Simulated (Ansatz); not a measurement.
**TiMn, from a guessed structure to a relaxed one**

Starting from a made-up structure for TiMn, the aim is the relaxed cell, its shortest contacts and, where a second run follows, its electronic structure.

Method: DFT, PBE, plane-wave PAW, files of the set soft_1, scalar-relativistic, ferromagnetic start, cell and ions relaxed at zero pressure; PAW set soft_1, in Ansatz 0.2.0.

## (1) Set-up

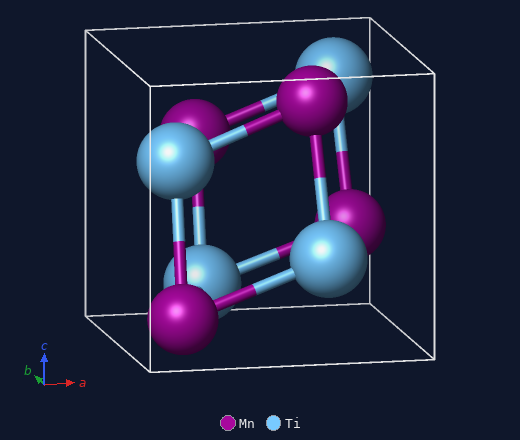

Start, viewed slightly off an axis; manganese purple, titanium blue.

## (2) Relaxing cell and atoms

The guess takes its coordinates from another compound and its volume from a rule, so the cell and any free coordinates are relaxed together.

The input, input.yaml:

```yaml
crystal:
  lattice:
    - [4.753, 0.0, 0.0]
    - [0.0, 4.753, 0.0]
    - [0.0, 0.0, 4.753]
  atoms:
    - { symbol: Mn, position: [0.1491, 0.1491, 0.1491], spin: 4.0 }
    - { symbol: Mn, position: [0.3509, 0.8509, 0.6491], spin: 4.0 }
    - { symbol: Mn, position: [0.6491, 0.3509, 0.8509], spin: 4.0 }
    - { symbol: Mn, position: [0.8509, 0.6491, 0.3509], spin: 4.0 }
    - { symbol: Ti, position: [0.8347, 0.8347, 0.8347], spin: 1.0 }
    - { symbol: Ti, position: [0.6653, 0.1653, 0.3347], spin: 1.0 }
    - { symbol: Ti, position: [0.3347, 0.6653, 0.1653], spin: 1.0 }
    - { symbol: Ti, position: [0.1653, 0.3347, 0.6653], spin: 1.0 }
magnetization:
  spin_polarized: true
kpoints:
  mp_grid: { grid: [6, 6, 6] }
scf:
  occupations: { method: fermi_dirac, width: 0.05 }
hamiltonian:
  xc: pbe
  pseudopotentials: { kind: paw, azcp: { folder: soft_1 } }
relax:
  f_tol: 0.015
  max_steps: 70
  cell: {}
output:
  forces: true
  stress: true
```

Launch:

```
ansatz run input.yaml --threads 4 --pin off --max-ram 10240MiB --backend cpu --events-out ev --progress --plain --runs-dir out
```

Numbers of over 12 decimals in the logs are rounded to 6 here.

The log of the run:

```text
Engine: ansatz 0.2.0, x86_64-unknown-linux-gnu
Pseudopotentials: kind: paw
Pseudopotential: Mn, paw, valence charge 15, recommended cutoff 420 eV (normal), soft_1/Mn.paw.azcp
Pseudopotential: Ti, paw, valence charge 12, recommended cutoff 420 eV (normal), soft_1/Ti.paw.azcp
Functional definition: PBE
  parameter kappa = 0.804
  parameter beta = 0.066725
  exchange = pbe_x(kappa = kappa, mu = beta*pi^2/3)
  correlation = pbe_c(beta = beta)
Crystal: 8 atoms, lattice volume = 107.375 Å³
Basis set: ecut = 420 eV, 2103 PW (Γ), exchange–correlation on 64×64×64 points (8 copies of the dense FFT grid, shifted against one another)
Bands: 77, of which v1, the nominal top of the filled ones, is band 54 counted from 1 (53 counted from 0)
Symmetry: 12 space group operations
Space group: P213 (ITA 198), of the structure as read, at distance tolerance 4.8e-5 Å
Magnetic group: BNS 198.9 (UNI 1511), of the structure as read, at distance tolerance 4.8e-5 Å
k-points: 24 of 216 (time reversal used)
Non-local potential: Mn, projectors of the file, l = 0: 3, l = 1: 2, l = 2: 3, l = 3: 1
Non-local potential: Ti, projectors of the file, l = 0: 3, l = 1: 2, l = 2: 3, l = 3: 1
PAW form: soft (Blöchl's): semilocal exchange-correlation on the pseudo side does not see the compensation charge
PAW one-centre angular grid: Mn, 590 points (default); XC on 64 Gauss nodes
PAW one-centre angular grid: Ti, 590 points (default); XC on 64 Gauss nodes
Initial density: superposition of atomic densities (chi_scale 0.1, normalization cell)
Starting moments: Σ|m| = 20 μB on 8 of 8 sites
Initial wavefunctions: pseudopotential atomic-orbital guess
Functional: x = pbe(κ = 0.804, μ = 0.219515), c = pbe(β = 0.066725)
SCF iter   1: F=—  HF=-25586.275676 eV  |F-HF|=—  |Δ(HF+E_count)|=         —  Δρ=9.26e-2 (↑9.26e-2 ↓4.88e-2)  dr2=3.90e0  dr2_m=4.44e0  M=13.248 μB ∫|m|=13.416 μB  β_m=0.30  ethr=3.10e-3  ⟨swp⟩=4.2  Hψ=10546  notcnv=0
Mixer restart at iter 1: flushing history
preconditioner: auto → Kerker (q_TF=auto, 2.731 Å⁻¹)  [metal: Δε(μ)=0.033 eV  Ē_g=5.554 eV  σ=0.050 eV  W_gap=0.16  n_scr=32 (ndim 8)  ℏωp=23.8 eV  f_vac=0.000  D(μ)=6.56/eV (n_scr^D=80)]
spin=Collinear: Kerker preconditioning applied to the charge; magnetization (m = ρ↑ − ρ↓) channel mixes plain (no charge-response kernel on spin).
SCF iter   2: F=—  HF=-25586.804301 eV  |F-HF|=—  |Δ(HF+E_count)|=   5.29e-1  Δρ=6.14e-2 (↑6.14e-2 ↓4.47e-2)  dr2=1.57e0  dr2_m=2.51e0  M=12.713 μB ∫|m|=13.007 μB  β_m=0.64  ethr=3.10e-3  ⟨swp⟩=2.0  Hψ=4999  notcnv=0  defer=297
SCF iter   3: F=—  HF=-25591.485611 eV  |F-HF|=—  |Δ(HF+E_count)|=    4.68e0  Δρ=3.82e-2 (↑3.82e-2 ↓2.89e-2)  dr2=1.63e-1  dr2_m=1.06e0  M=9.759 μB ∫|m|=11.346 μB  β_m=0.74  ethr=1.45e-3  ⟨swp⟩=3.0  Hψ=6816  notcnv=0  defer=297
SCF iter   4: F=—  HF=-25594.282115 eV  |F-HF|=—  |Δ(HF+E_count)|=         —  Δρ=6.83e-2 (↑6.83e-2 ↓6.70e-2)  dr2=1.51e-1  dr2_m=4.43e0  M=4.346 μB ∫|m|=8.234 μB  β_m=1.00  ethr=1.51e-4  ⟨swp⟩=2.1  Hψ=7143  notcnv=0  defer=323
Mixer restart at iter 4: flushing history
SCF iter   5: F=—  HF=-25593.646549 eV  |F-HF|=—  |Δ(HF+E_count)|=   6.36e-1  Δρ=1.36e-2 (↑4.81e-3 ↓1.36e-2)  dr2=1.50e-1  dr2_m=7.65e-2  M=4.070 μB ∫|m|=7.629 μB  β_m=0.74  ethr=4.63e-5  ⟨swp⟩=2.4  Hψ=7407  notcnv=0  defer=330
SCF iter   6: F=—  HF=-25593.676346 eV  |F-HF|=—  |Δ(HF+E_count)|=   2.98e-2  Δρ=1.67e-2 (↑1.67e-2 ↓7.44e-3)  dr2=6.90e-2  dr2_m=1.35e-1  M=3.819 μB ∫|m|=6.985 μB  β_m=0.87  ethr=4.63e-5  ⟨swp⟩=2.1  Hψ=7201  notcnv=0  defer=462
SCF iter   7: F=—  HF=-25593.658255 eV  |F-HF|=—  |Δ(HF+E_count)|=   1.81e-2  Δρ=5.97e-3 (↑9.21e-4 ↓5.97e-3)  dr2=4.20e-2  dr2_m=7.64e-3  M=3.857 μB ∫|m|=6.986 μB  β_m=0.92  ethr=4.63e-5  ⟨swp⟩=2.0  Hψ=6936  notcnv=0  defer=468
SCF iter   8: F=—  HF=-25593.651164 eV  |F-HF|=—  |Δ(HF+E_count)|=   7.09e-3  Δρ=3.27e-3 (↑3.27e-3 ↓1.20e-3)  dr2=5.12e-3  dr2_m=4.82e-3  M=3.679 μB ∫|m|=6.466 μB  β_m=0.96  ethr=3.89e-5  ⟨swp⟩=2.1  Hψ=5927  notcnv=0  defer=468
SCF iter   9: F=—  HF=-25593.650375 eV  |F-HF|=—  |Δ(HF+E_count)|=   7.90e-4  Δρ=1.09e-3 (↑1.09e-3 ↓6.39e-4)  dr2=1.98e-4  dr2_m=7.28e-4  M=3.660 μB ∫|m|=6.378 μB  β_m=0.98  ethr=4.74e-6  ⟨swp⟩=1.5  Hψ=4415  notcnv=0  defer=468
SCF iter  10: F=—  HF=-25593.650222 eV  |F-HF|=—  |Δ(HF+E_count)|=   1.52e-4  Δρ=4.17e-4 (↑2.89e-4 ↓4.17e-4)  dr2=5.59e-4  dr2_m=4.69e-6  M=3.654 μB ∫|m|=6.339 μB  β_m=0.99  ethr=1.84e-7  ⟨swp⟩=2.0  Hψ=6454  notcnv=0  defer=468
SCF iter  11: F=—  HF=-25593.650290 eV  |F-HF|=—  |Δ(HF+E_count)|=   6.77e-5  Δρ=9.10e-5 (↑5.44e-5 ↓9.10e-5)  dr2=1.44e-5  dr2_m=7.72e-7  M=3.645 μB ∫|m|=6.314 μB  β_m=0.92  ethr=1.84e-7  ⟨swp⟩=2.1  Hψ=5333  notcnv=0  defer=468
SCF iter  12: F=—  HF=-25593.650280 eV  |F-HF|=—  |Δ(HF+E_count)|=   9.96e-6  Δρ=7.20e-5 (↑7.20e-5 ↓1.85e-5)  dr2=5.89e-6  dr2_m=1.62e-6  M=3.641 μB ∫|m|=6.304 μB  β_m=0.96  ethr=1.34e-8  ⟨swp⟩=2.5  Hψ=6197  notcnv=0  defer=468
SCF iter  13: F=—  HF=-25593.650280 eV  |F-HF|=—  |Δ(HF+E_count)|=   1.86e-8  Δρ=8.11e-6 (↑8.11e-6 ↓4.32e-6)  dr2=1.32e-7  dr2_m=7.48e-9  M=3.641 μB ∫|m|=6.301 μB  β_m=0.98  ethr=5.45e-9  ⟨swp⟩=1.8  Hψ=4271  notcnv=0  defer=468
SCF iter  14: F=—  HF=-25593.650280 eV  |F-HF|=—  |Δ(HF+E_count)|=   1.34e-8  Δρ=3.23e-6 (↑1.19e-6 ↓3.23e-6)  dr2=1.51e-8  dr2_m=2.54e-9  M=3.641 μB ∫|m|=6.301 μB  β_m=0.96  ethr=1.22e-10  ⟨swp⟩=2.0  Hψ=4701  notcnv=0  defer=468
SCF iter  15: F=-25593.650280 eV  HF=-25593.650280 eV  |F-HF|=2.36e-10  |Δ(HF+E_count)|=   2.22e-9  Δρ=6.42e-7 (↑3.70e-7 ↓6.42e-7)  dr2=6.56e-10  dr2_m=7.85e-11  M=3.641 μB ∫|m|=6.300 μB  ethr=1.40e-11  ⟨swp⟩=1.0  Hψ=8662  notcnv=0
SCF 1 converged in 15 iterations: F = -25593.650280 eV  dr2 = 6.56e-10
  greatest PAW one-centre occupation: 1.000 electrons in one spin orbital (limit 2), on the Mn atom at site 2 (counted from 0), in its partial waves of l = 0
relax step   1: F+E_penalty+E_count = -25593.65027983 eV  Δ(F+E_penalty+E_count) = +0.000e0 eV  max|allowed force component| = 2.147e-1 eV/Å  Δτ_max = 0.0000 Å  P = +6.664 GPa  Ω = 107.375 Å³  (15 SCF iters, dr2 threshold 1.00e-7 eV, accepted)
[...]
relax step   2: F+E_penalty+E_count = -25593.77363039 eV  Δ(F+E_penalty+E_count) = -1.234e-1 eV  max|allowed force component| = 1.848e-1 eV/Å  Δτ_max = 0.0175 Å  P = +1.886 GPa  Ω = 111.178 Å³  energy of the carried Pulay correction = -4.698e-3 eV  (12 SCF iters, dr2 threshold 8.00e-7 eV, accepted)
[...]
relax step   3: F+E_penalty+E_count = -25593.81684793 eV  Δ(F+E_penalty+E_count) = -4.322e-2 eV  max|allowed force component| = 8.590e-2 eV/Å  Δτ_max = 0.0280 Å  P = -0.064 GPa  Ω = 112.981 Å³  energy of the carried Pulay correction = -6.869e-3 eV  (10 SCF iters, dr2 threshold 8.00e-7 eV, accepted)
[...]
relax step   4: F+E_penalty+E_count = -25593.83020085 eV  Δ(F+E_penalty+E_count) = -1.335e-2 eV  max|allowed force component| = 3.087e-2 eV/Å  Δτ_max = 0.0359 Å  P = +0.151 GPa  Ω = 113.035 Å³  energy of the carried Pulay correction = -6.934e-3 eV  (9 SCF iters, dr2 threshold 4.61e-7 eV, accepted)
[...]
relax step   5: F+E_penalty+E_count = -25593.83271011 eV  Δ(F+E_penalty+E_count) = -2.509e-3 eV  max|allowed force component| = 3.433e-3 eV/Å  Δτ_max = 0.0159 Å  P = +0.012 GPa  Ω = 113.320 Å³  energy of the carried Pulay correction = -7.273e-3 eV  (11 SCF iters, dr2 threshold 5.95e-8 eV, accepted)
[...]
relax step   6: F+E_penalty+E_count = -25593.83946515 eV  Δ(F+E_penalty+E_count) = -6.755e-3 eV  max|allowed force component| = 3.455e-3 eV/Å  Δτ_max = 0.0000 Å  P = -0.007 GPa  Ω = 113.320 Å³  stress off target by 6.51e-3 GPa  SCF on the basis re-selected at this cell (its energy is not comparable with the rows above)  (11 SCF iters)
basis re-selected at this cell: Δ(F+E_penalty+E_count) = -6.755e-3 eV, ΔP = -0.018 GPa vs the last step (what re-selecting the basis moved, of the pressure what is left beyond the Pulay correction that the steps carried, after the strain that the cell walked since its last selection, with what the two solves' SCF thresholds leave and, on support functions, any second-order correction that the steps lacked; it is no measure of the basis error at this ecutwfc). The dense FFT grid was sized anew with the basis: this SCF ran on 36×36×36 points, the steps before it on 32×32×32, so part of this shift can come from that change (see relax.cell in the input reference). [rest of the remark cut]
SCF converged after 11 iterations
Magnetization: 4.4285 μB (56.2142 up, 51.7858 down)
Absolute magnetization: 9.2066 μB (∫|ρ↑−ρ↓|, with the PAW one-centre terms)
Spin contamination: 1.0700 ħ² per cell (⟨S²⟩ above its minimum at these occupations)
Per-site moments (μB) at R_I (Å): [(1.657183, 1.056693), (1.657183, 1.056693), (1.657183, 1.056693), (1.657183, 1.056693), (-0.431462, 1.056693), (-0.431462, 1.056693), (-0.431462, 1.056693), (-0.431462, 1.056693)]
Free energy (F): -25593.839465 eV
Harris-Foulkes:  -25593.839465 eV  (|F-HF|=7.28e-12)
Internal energy: -25593.753543 eV  (E = F + TS)
E sigma→0 (E₀):  -25593.796504 eV
Entropy (-TS):   -0.085922 eV (-10.740 meV/atom)
Fermi energy:    15.639863 eV
--- Per-component energies (eV) ---
  E_band       = -1403.367019
  E_kinetic    = 2409.528423
  E_local      = -11613.918209  (includes V_loc(G=0)·N_el)
  E_nonlocal   = 2070.214415
  E_hartree    = 4485.033426
  E_xc         = -906.003053
  E_vxc        = -1146.552783  (∫ρ·V_xc dr)
  E_paw        = -9475.540114  (= ΣΔE_a)
  E_vpaw       = -2092.705794  (= ΣTr[D̂ρ^β])
  E_aug_tail   = 0.000085  (compensation charges beyond the density's cutoff)
  E_ewald      = -12563.068516
  E_smearing   = -0.085922  (= −TS)
  E_closure    = -0.000000  (closes the sum)
  Σ components = -25593.839465   (vs F -25593.839465, Δ=0.00e0)
--- Forces (eV/Å), atoms counted from 1 ---
  atom   1  Mn     0.00056114     0.00056114     0.00056114
  atom   2  Mn    -0.00056114    -0.00056114     0.00056114
  atom   3  Mn     0.00056114    -0.00056114    -0.00056114
  atom   4  Mn    -0.00056114     0.00056114    -0.00056114
  atom   5  Ti     0.00345527     0.00345527     0.00345527
  atom   6  Ti    -0.00345527    -0.00345527     0.00345527
  atom   7  Ti     0.00345527    -0.00345527    -0.00345527
  atom   8  Ti    -0.00345527     0.00345527    -0.00345527
  max |Σ_I F_I| component: 1.86e-17 eV/Å
--- Stress (GPa, compression-positive) ---
       -0.006506       0.000000      -0.000000
        0.000000      -0.006506      -0.000000
       -0.000000      -0.000000      -0.006506
  P = ⅓ Tr σ = -0.0065 GPa (-0.065 kbar)
--- Relaxed structure (5 steps of the walk, 5 accepted, 1 SCFs on fresh bases) ---
  F+E_penalty+E_count = -25593.83946515 eV   max|allowed force component| = 3.455e-3 eV/Å   (the final SCF, on the basis selected at the relaxed cell)
  cell:  # Å, volume = 113.3196 Å³
    - [4.839142, 0, 0]
    - [0, 4.839142, 0]
    - [0, 0, 4.839142]
  atoms:
    - { symbol: Mn, position: [0.150775, 0.150775, 0.150775] }
    - { symbol: Mn, position: [0.349225, 0.849225, 0.650775] }
    - { symbol: Mn, position: [0.650775, 0.349225, 0.849225] }
    - { symbol: Mn, position: [0.849225, 0.650775, 0.349225] }
    - { symbol: Ti, position: [0.845145, 0.845145, 0.845145] }
    - { symbol: Ti, position: [0.654855, 0.154855, 0.345145] }
    - { symbol: Ti, position: [0.345145, 0.654855, 0.154855] }
    - { symbol: Ti, position: [0.154855, 0.345145, 0.654855] }
```

Run time: 33 s. Hardware: 4 threads of Intel Xeon 6975P-C (Granite Rapids), shared host; peak memory 0.82 GiB; 2.1 min of CPU time.

The steps of the relaxation:

| step | energy less that of the first step (eV) | largest force component (eV/Å) | pressure (GPa) | volume (Å³) |
| --- | --- | --- | --- | --- |
| 1 | 0.0000 | 0.2147 | 6.66 | 107.38 |
| 2 | -0.1233 | 0.1848 | 1.89 | 111.18 |
| 3 | -0.1666 | 0.0859 | -0.06 | 112.98 |
| 4 | -0.1799 | 0.0309 | 0.15 | 113.03 |
| 5 | -0.1824 | 0.0034 | 0.01 | 113.32 |
| 6* | -0.1892 | 0.0035 | -0.01 | 113.32 |

Relaxation steps marked * repeat the geometry before them on a plane-wave basis chosen anew for their cell, so energy and pressure can jump there.

The run keeps the 12 symmetry operations that it works with, so distortions that break them were not tested.

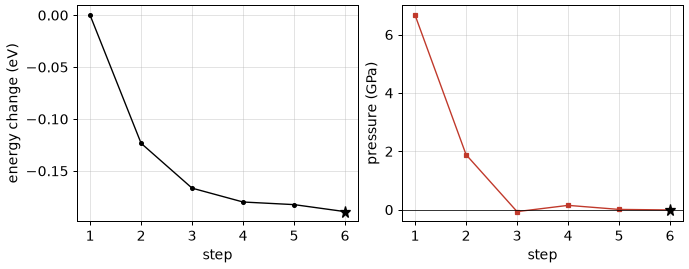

Energy and pressure along the relaxation. Stars mark steps on a basis chosen anew.

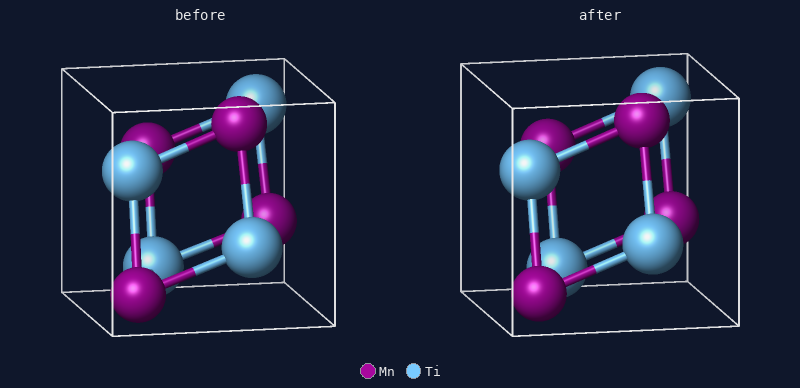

The structure before and after the relaxation, drawn at the same scale.

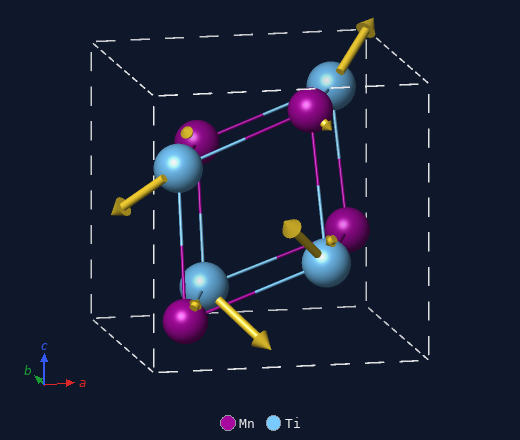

Displacements in the relaxation, exaggerated, measured against the changing cell; the longest in the cell stands for 0.09 Å.

| conventional cell, symmetrised | before | after | change |
| --- | --- | --- | --- |
| a (Å) | 4.753 | 4.839 | +1.8 % |
| b (Å) | 4.753 | 4.839 | +1.8 % |
| c (Å) | 4.753 | 4.839 | +1.8 % |
| volume (Å³/atom) | 13.42 | 14.16 | +5.5 % |

The atoms that moved most (Å, as changes of fractional coordinates times the final cell):

| atom | dx | dy | dz | length |
| --- | --- | --- | --- | --- |
| Ti7 | 0.051 | -0.051 | -0.051 | 0.088 |
| Ti8 | -0.051 | 0.051 | -0.051 | 0.088 |
| Ti6 | -0.051 | -0.051 | 0.051 | 0.088 |
| Ti5 | 0.051 | 0.051 | 0.051 | 0.088 |
| Mn1 | 0.008 | 0.008 | 0.008 | 0.014 |
| Mn3 | 0.008 | -0.008 | -0.008 | 0.014 |
| Mn4 | -0.008 | 0.008 | -0.008 | 0.014 |
| Mn2 | -0.008 | -0.008 | 0.008 | 0.014 |

Final coordinates:

```xyz
8
Lattice="4.8391 0.0000 0.0000 0.0000 4.8391 0.0000 0.0000 0.0000 4.8391" Properties=species:S:1:pos:R:3 pbc="T T T"
Mn    0.7296    0.7296    0.7296
Mn    1.6899    4.1095    3.1492
Mn    3.1492    1.6899    4.1095
Mn    4.1095    3.1492    1.6899
Ti    4.0898    4.0898    4.0898
Ti    3.1689    0.7494    1.6702
Ti    1.6702    3.1689    0.7494
Ti    0.7494    1.6702    3.1689
```

This step gave:

```
free energy             : -25593.8395 eV
energy at zero smearing : -25593.7965 eV
smearing term TS        : 0.08592 eV
Fermi energy            : 15.64 eV
magnetization           : 4.428 μB
absolute magnetization  : 9.207 μB
site moments            : 1.657, 1.657, 1.657, 1.657, -0.4315, -0.4315, -0.4315, -0.4315 μB
electrons               : 108
symmetry operations     : 12
pressure                : -0.006506 GPa
```

Site moment by atom:

| atom | site moment (μB) |
| --- | --- |
| Mn1 | 1.66 |
| Mn2 | 1.66 |
| Mn3 | 1.66 |
| Mn4 | 1.66 |
| Ti5 | -0.43 |
| Ti6 | -0.43 |
| Ti7 | -0.43 |
| Ti8 | -0.43 |

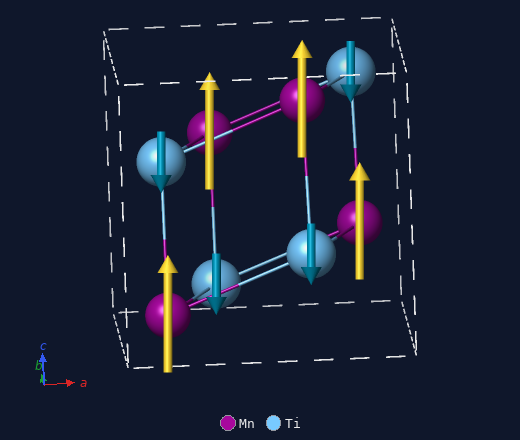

Site moment as arrows, the longest 1.66 μB. Up and down stand for the sign. Arrows give size and sign along the axis of quantisation, drawn up and down the page. Each arrow also spans its atom, so small moments look longer than they are. The two directions have two colours.

Shortest distances by pair of elements, guess and relaxed (not always the same contact):

| pair | guess (Å) | relaxed (Å) |
| --- | --- | --- |
| Mn–Ti | 2.464 | 2.562 |
| Mn–Mn | 2.929 | 2.984 |
| Ti–Ti | 2.961 | 2.991 |

The relaxation ends with a largest force component of 0.0035 eV/Å and a pressure of -0.01 GPa.

## (3) Summary of results

| Item | Value |
| --- | --- |
| space group, relaxed | P2_13 |
| conventional cell | a = 4.839, b = 4.839, c = 4.839 Å; α = 90.0°, β = 90.0°, γ = 90.0° |
| volume per atom | 14.16 Å³ (guess 13.42) |
| total moment | 4.43 μB in the cell of 8 atoms |

What this shows: TiMn relaxes to P2_13 with a = 4.839, b = 4.839 and c = 4.839 Å. The guessed volume was 5 % too small. The space group P2_13 was held in the relaxation, so the end point is a stationary structure within it and may be a saddle against distortions or other arrangements. The input starts from parallel moments, and no other start was typed; the run left that order, and the end state is ferrimagnetic. Mesh and cutoff weren't tested. No dispersion term is used, so weakly bound directions may come out too long. Nothing here tests whether the compound is stable against decomposition.

[Logs are printed without paths, hosts, clocks, repeated set-up lines and the standing remarks that a program may print on its own settings, such as how far it seeks lower states.]

[Hosts, paths, dates, database ids (printed as entryN), source tags and the programs' standing remarks are cut or masked in the printed files.]
